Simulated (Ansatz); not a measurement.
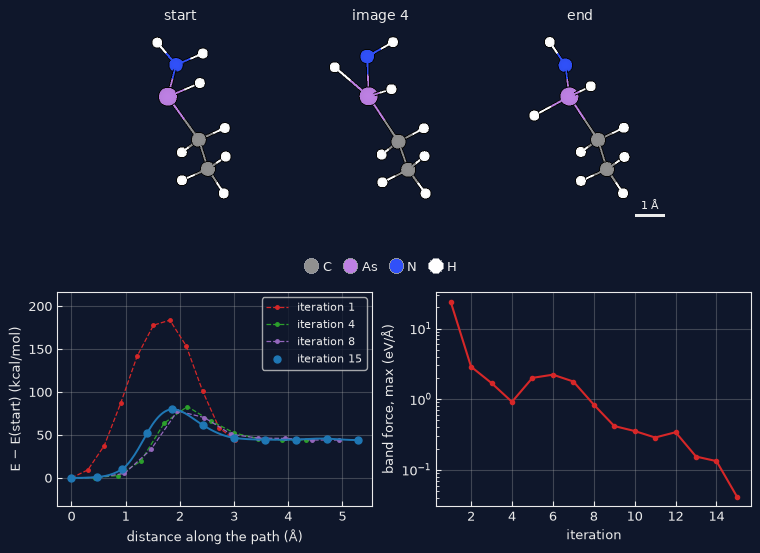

NEB run on C2H8AsN. Images are numbered from 0 (start) to 10 (end). The plot follows the band through its iterations. The picture is a ball-and-stick view, seen from a free direction.

All numbers below come from RKS PBE-D4/def2-SVP in Ansatz.

Input
```yaml
crystal:
  periodic: [false, false, false]
  atoms:
    - { symbol: C, position_ang: [-0.068047, 1.869932, -0.162923] }
    - { symbol: C, position_ang: [-0.562412, 0.425728, -0.128272] }
    - { symbol: As, position_ang: [0.864461, -0.888222, -0.596286] }
    - { symbol: "N", position_ang: [-0.054999, -2.4029, 0.033085] }
    - { symbol: H, position_ang: [-0.891091, 2.585637, 0.042933] }
    - { symbol: H, position_ang: [0.722287, 2.051673, 0.595101] }
    - { symbol: H, position_ang: [0.357572, 2.136421, -1.153292] }
    - { symbol: H, position_ang: [-0.969496, 0.153122, 0.86714] }
    - { symbol: H, position_ang: [-1.373585, 0.252415, -0.865286] }
    - { symbol: H, position_ang: [1.727482, -0.522474, 0.65165] }
    - { symbol: H, position_ang: [0.408395, -3.253821, -0.308626] }
    - { symbol: H, position_ang: [-0.083666, -2.46271, 1.058678] }
basis:
  gaussian: { orbitals: def2-SVP }
hamiltonian:
  xc: pbe
  dispersion: d4
neb:
  order_check: false
  images: 9
  f_tol: 0.05
  max_iterations: 60
  initial_path: linear
  final_atoms:
    - { symbol: C, position_ang: [0.02812896, 1.68034145, -0.3384442] }
    - { symbol: C, position_ang: [-0.69735667, 0.40142415, 0.06966095] }
    - { symbol: As, position_ang: [0.44407692, -1.17586094, 0.12692472] }
    - { symbol: "N", position_ang: [-0.51144527, -2.47530314, 0.72988473] }
    - { symbol: H, position_ang: [-0.67384021, 2.53906059, -0.36105103] }
    - { symbol: H, position_ang: [0.84159743, 1.93778898, 0.37095683] }
    - { symbol: H, position_ang: [0.47901536, 1.59700023, -1.34914316] }
    - { symbol: H, position_ang: [-1.14435623, 0.46793201, 1.08240964] }
    - { symbol: H, position_ang: [-1.52088888, 0.13924702, -0.62530934] }
    - { symbol: H, position_ang: [1.70315654, -0.64293198, 0.87999355] }
    - { symbol: H, position_ang: [1.06543241, -1.18769545, -1.30496093] }
    - { symbol: H, position_ang: [0.06338064, -3.33620192, 0.75298025] }
```

Command:
```bash
ansatz run input.yaml --threads 2 --pin off --max-ram 3072MiB --backend cpu --events-out ev --progress --plain --runs-dir out
```

Question: How did the profile develop, and is the result final?

Answer: The run is converged, with reservations. The band converged in 15 iterations. The largest component of the band force went from 24 to 0.042 eV/Å. The climbing image converged on the top of the path. Its curvatures weren't checked. The straight starting path can push atoms close together and costs iterations. The first iteration put the highest image at 183.8 kcal/mol. The highest point, image 4, lies 79.9 kcal/mol above the start and 35.9 kcal/mol above the end; the end is at +44.1 kcal/mol relative to the start.

Cost: 5.2 min on 2 threads of Arm Neoverse V1, with other jobs on the host, peak memory 0.16 GiB.
